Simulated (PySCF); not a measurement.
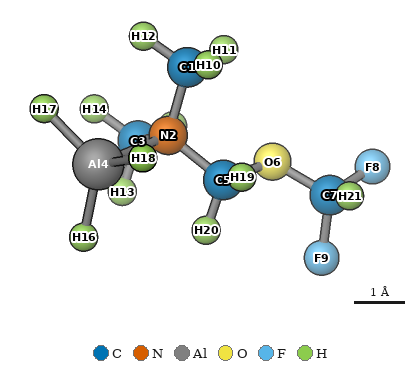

*The structure (ball-and-stick view, seen at a tilt; atoms are numbered from 1 in the order of the input). Sticks mark near contacts.*

Bond lengths as drawn: Al–H 1.60 to 1.61 Å, Al–N 2.10 Å, C–F 1.33 to 1.35 Å, C–H 1.10 to 1.11 Å, C–N 1.45 to 1.47 Å and C–O 1.36 to 1.41 Å.

Run report: C$_{4}$H$_{12}$AlF$_{2}$NO, excited-state calculation

C$_{4}$H$_{12}$AlF$_{2}$NO, SMILES C[N+](C)([AlH3-])COC(F)F, computed with TDDFT PBE0/def2-SVPD, vertical, gas phase, core orbitals frozen in the response (PySCF 2.14.0).

The geometry comes from this level: PBE0-D3(BJ)/def2-SVP. It belongs to a series of runs on one base structure; here: H on C replaced by OCHF2.

Log
```
coarse grid: 17728 points
cycle   1  E = -730.4577333336  dE =  9.275e-01  |g| = 8.109e-01  |ddm| = 6.544e+00
cycle   2  E = -730.3740550882  dE =  8.368e-02  |g| = 1.108e+00  |ddm| = 1.968e+00
cycle   3  E = -730.5796775400  dE = -2.056e-01  |g| = 6.275e-02  |ddm| = 1.094e+00
cycle   4  E = -730.5803552791  dE = -6.777e-04  |g| = 2.736e-02  |ddm| = 1.480e-01
cycle   5  E = -730.5805060501  dE = -1.508e-04  |g| = 9.936e-03  |ddm| = 5.340e-02
cycle   6  E = -730.5805229251  dE = -1.688e-05  |g| = 2.735e-03  |ddm| = 1.175e-02
cycle   7  E = -730.5805242438  dE = -1.319e-06  |g| = 4.052e-04  |ddm| = 3.613e-03
final grid: 166600 points
cycle   8  E = -730.6836393374  dE = -8.302e-05  |g| = 1.003e-02  |ddm| = 2.110e-01
cycle   9  E = -730.6836284278  dE =  1.091e-05  |g| = 1.274e-02  |ddm| = 3.608e-02
cycle  10  E = -730.6836605838  dE = -3.216e-05  |g| = 1.207e-03  |ddm| = 1.531e-02
cycle  11  E = -730.6836608669  dE = -2.831e-07  |g| = 3.209e-04  |ddm| = 1.676e-03
cycle  12  E = -730.6836608856  dE = -1.866e-08  |g| = 1.190e-04  |ddm| = 6.820e-04
cycle  13  E = -730.6836608878  dE = -2.214e-09  |g| = 2.979e-05  |ddm| = 1.641e-04
cycle  14  E = -730.6836608880  dE = -1.614e-10  |g| = 5.843e-06  |ddm| = 4.954e-05
```

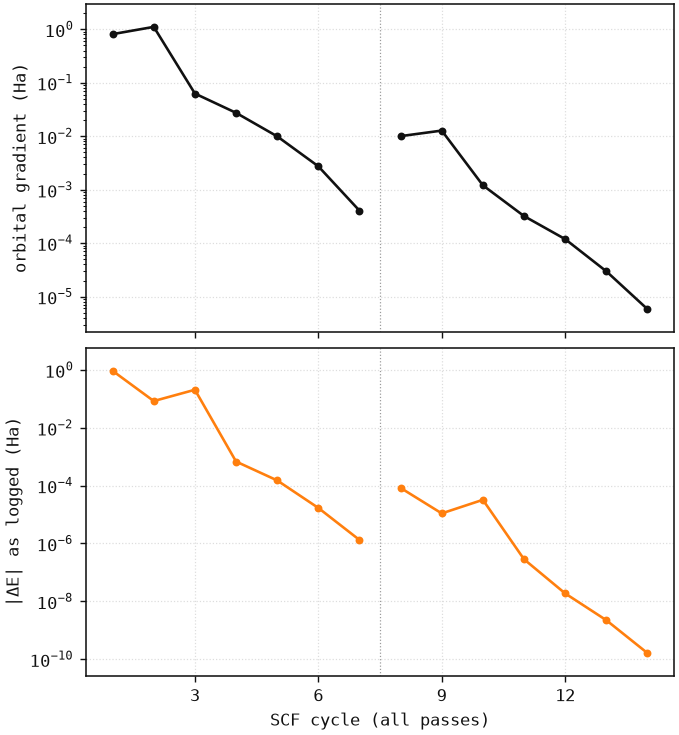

*Convergence of the self-consistent field: orbital gradient and size of the energy change against the SCF cycle. The dotted line marks the change from a coarse to the final integration grid.*

The first 7 cycles use a coarse grid, the final grid takes over at cycle 8, and the field converges after 14 cycles in all.

```
converged SCF energy = -730.6836608880

Static polarisability (au): isotropic 96.996, principal 90.449 92.424 108.113

Singlet excitations
state   eV       nm        f      main configurations
  1   6.5803    188.4   0.01901   H->L 0.73, H->L+1 0.24
  2   6.6410    186.7   0.01850   H-1->L 0.75, H-1->L+1 0.23
  3   7.0433    176.0   0.03574   H->L+1 0.71, H->L 0.23
  4   7.1322    173.8   0.02750   H-1->L+1 0.71, H-1->L 0.21
  5   7.5122    165.0   0.00023   H->L+3 0.46, H->L+2 0.21, H-1->L+5 0.14
  6   7.6766    161.5   0.02341   H->L+2 0.63, H->L+3 0.26
  7   7.7523    159.9   0.00983   H-1->L+2 0.86
  8   7.7960    159.0   0.08503   H-1->L+3 0.75
  9   7.9098    156.7   0.03205   H-1->L+5 0.45, H->L+3 0.16
 10   7.9630    155.7   0.08023   H->L+5 0.56, H-2->L 0.14, H-1->L+5 0.11

Triplet excitations (Tamm-Dancoff, eV): 6.0989 6.1530 6.8521 6.9408
Vertical ionisation energy (delta-SCF) = 9.8027 eV
```

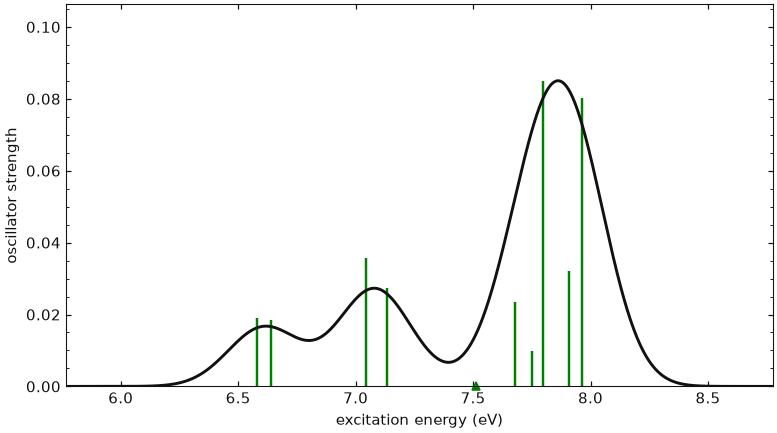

*Computed excitations as sticks (degenerate states added up, dark ones marked on the axis), with a Gaussian envelope of 0.35 eV full width at half maximum, scaled to the tallest.*

Of the 10 states the lowest lies at 6.58 eV (f = 0.019); the strongest line is at 7.80 eV, or 159 nm (f = 0.085).

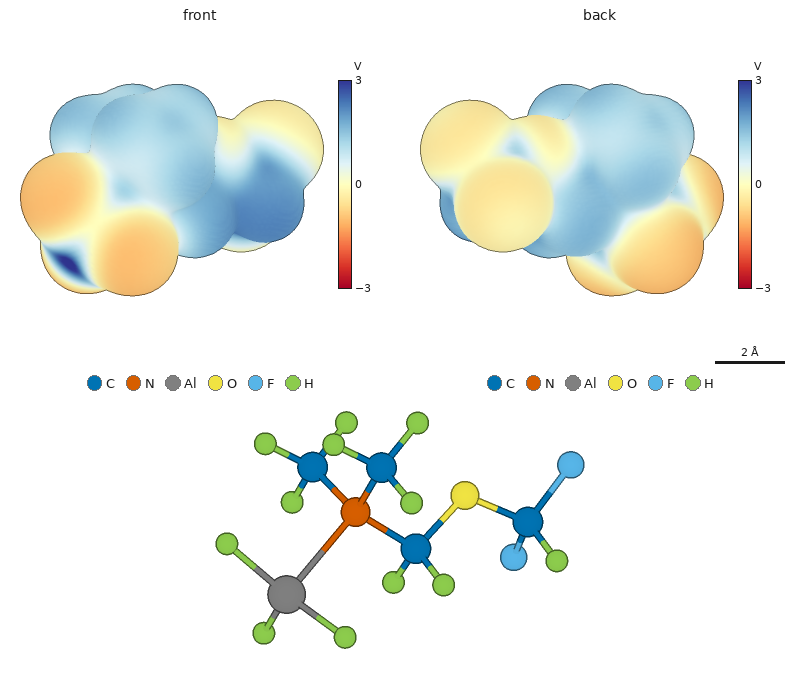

*The molecular electrostatic potential painted on the density surface at 0.004 e/bohr³, seen at a tilt and from behind; the colour scale runs from red (negative) to blue (positive). The bare structure is drawn below in the same view.*

A positive charge is drawn to the negative regions and a negative charge to the positive ones.

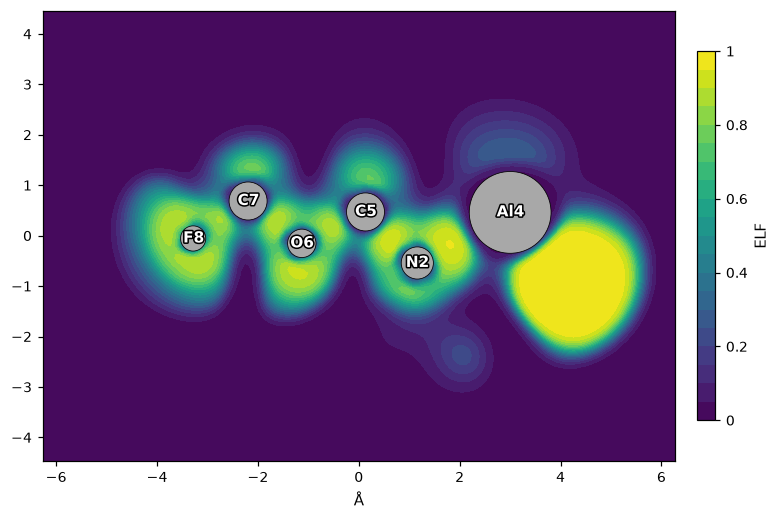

*ELF on the plane of atoms C5, O6 and C7. Grey discs, where drawn, cover atomic cores.*

The section cuts through N, Al, C, O and F sites. C–F (1.33 Å): the ELF peaks at about 0.85 between the atoms (a shared but strongly polarised pair). C–O (1.36 Å): the ELF peaks at about 0.90 between the atoms, which marks a polar covalent bond. C–N (1.45 Å): the ELF peaks at about 0.95 between the atoms, as expected for localised, shared-pair bonding. Al–N (2.10 Å): the ELF peaks at about 0.95 in the valence shell of N, 0.8 Å from its nucleus, and is about 0.75 at the midpoint.

The run was set up as follows.

Input
```
{"job": {"kind": "uv", "xc": "PBE0", "basis": "def2-SVPD", "ip": true}, "charge": 0, "multiplicity": 1}
C     -1.008278     1.305062    -0.546165
N     -0.663610    -0.047410    -0.076608
C     -0.862558    -1.043184    -1.144522
Al    -1.948162    -0.531790     1.508306
C      0.686953    -0.099206     0.446329
O      1.590058     0.250675    -0.576389
C      2.885635     0.372679    -0.194385
F      3.559572     0.857229    -1.231513
F      3.399119    -0.834187     0.119188
H     -0.884038     2.017058     0.281377
H     -0.366623     1.602648    -1.388938
H     -2.061125     1.313117    -0.856524
H     -0.637581    -2.043483    -0.750717
H     -1.914551    -1.019257    -1.457634
H     -0.210637    -0.830264    -2.004982
H     -1.427912    -2.020779     1.815769
H     -3.354423    -0.363855     0.754246
H     -1.509854     0.618760     2.544115
H      0.762727     0.605638     1.294057
H      0.883821    -1.120555     0.809992
H      3.016015     1.035433     0.683937
```

The first line tells a small driver script what to run in PySCF; the rest is the geometry in Å.

Launch command:
```bash
OMP_NUM_THREADS=1 python <driver script> task.json out
```

Summary

| quantity | value |
| --- | --- |
| outcome | converged |
| total energy | −730.683661 hartree |
| HOMO | −7.62 eV |
| LUMO | 0.09 eV |
| dipole moment | 2.85 D |
| mean polarisability | 97.00 a.u. |
| vertical ionisation energy | 9.80 eV |
| lowest singlet excitation | 6.58 eV |
| hardware | 1 CPU thread, shared host |
| wall time | 5 min |
| peak memory | 1.2 GiB |
